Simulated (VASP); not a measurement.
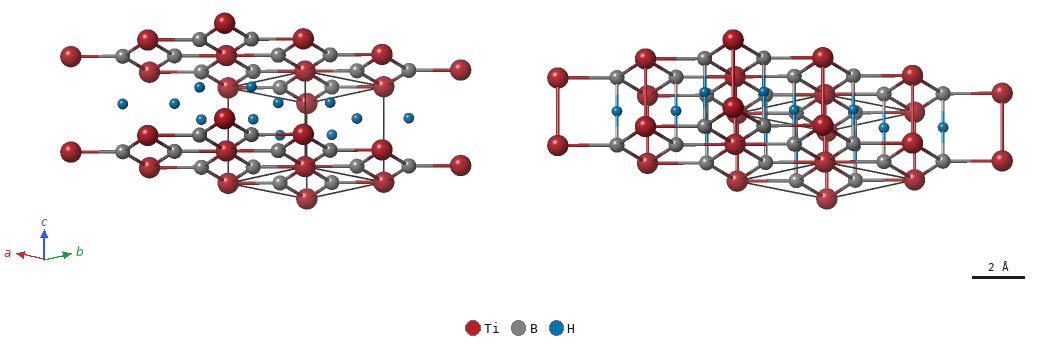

Two geometries of crystalline TiB2H2 (a generated structure, set up in P6/mmm), drawn at one scale. One is the start of a relaxation, the other its converged end. Style: ball-and-stick. Shown: the cell of the calculation, repeated 3 × 2 × 1 with one cell outlined, from a free direction.

All numbers below come from Kohn-Sham DFT of a periodic cell, PBE, VASP PAW PBE potentials, recommended (VASP). (plane-wave cutoff 600 eV; k-point mesh 6 × 6 × 4; occupations gaussian; smearing width 0.1 eV; no spin polarisation)

Question: Which of the two is the end point?

Answer: The right one is the relaxed one. The run lets cell and atoms move. The atoms keep their places relative to the cell (all moves are under 0.005 Å). The drawn cell changes as follows: a = b 3.511 → 4.002 Å (+14.0 %), c 3.999 → 2.831 Å (−29.2 %); the volume changes by −8.0 %. Among the contacts that change: Ti–Ti 3.999 → 2.831 Å, B–H 1.999 → 1.415 Å, B–Ti 2.027 → 2.311 Å. New bonds form: B–H (2.00 → 1.42 Å). The space group stays P6/mmm (No. 191). After 11 geometry steps the energy has fallen by 2.386 eV per cell of the calculation. All forces vanish by symmetry, so only the cell relaxes. Pressure: 14.81 GPa at the start and 0.03 GPa at the end.
